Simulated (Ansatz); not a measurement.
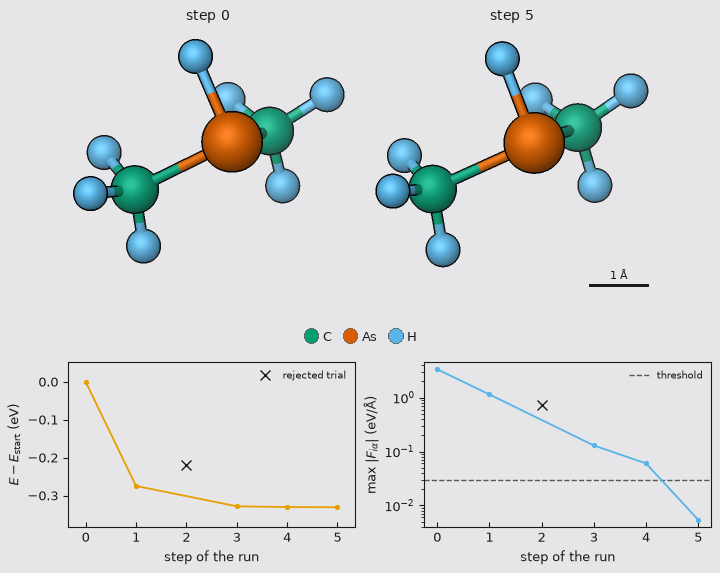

First and last geometry of a relaxation of C$_{2}$H$_{7}$As (coarse preliminary run), with the history of the run. A ball-and-stick model, seen from a free direction.

The start comes from a force field.

Method: RKS PBE-D4/def2-SVP (Ansatz).

The input:
```yaml
crystal:
  periodic: [false, false, false]
  atoms:
    - {symbol: C, position_ang: [-0.959900, 0.670700, -0.750800]}
    - {symbol: As, position_ang: [0.494800, -0.537300, -0.996000]}
    - {symbol: C, position_ang: [0.631300, -0.875500, 0.925600]}
    - {symbol: H, position_ang: [-1.832200, 0.166200, -0.433600]}
    - {symbol: H, position_ang: [-1.222000, 1.205000, -1.748500]}
    - {symbol: H, position_ang: [-0.752200, 1.503300, -0.009000]}
    - {symbol: H, position_ang: [1.585300, 0.617200, -0.957000]}
    - {symbol: H, position_ang: [-0.177700, -1.437000, 1.283400]}
    - {symbol: H, position_ang: [1.590000, -1.447100, 1.171200]}
    - {symbol: H, position_ang: [0.725800, 0.083400, 1.517600]}
basis:
  gaussian: {orbitals: def2-SVP}
hamiltonian: {xc: pbe, dispersion: d4}
relax: {f_tol: 0.03, max_steps: 200}
```

What do the curves and the structures tell?

Answer. It converged. The largest move after the best rigid fit is that of H4, 0.15 Å. Largest moves by element: H 0.15 Å, C 0.11 Å, As 0.05 Å. Among the contacts that change: C1–As2 1.907 → 1.991 Å, C3–H8 1.048 → 1.108 Å, C1–H5 1.162 → 1.108 Å, C1–H4 1.056 → 1.108 Å. Bond angles that change, for instance: H9–C3–H10 104.0° → 109.3°, C1–As2–C3 92.1° → 97.1°, H5–C1–H6 105.4° → 109.3°. Over 4 accepted moves (5 points after the start) the energy falls by 0.331 eV. Largest force component: 3.3 eV/Å at the start, 0.0054 eV/Å at the end. The line search rejected the trial step at point 2 of the run. The run took about 21 core-seconds on a shared host.
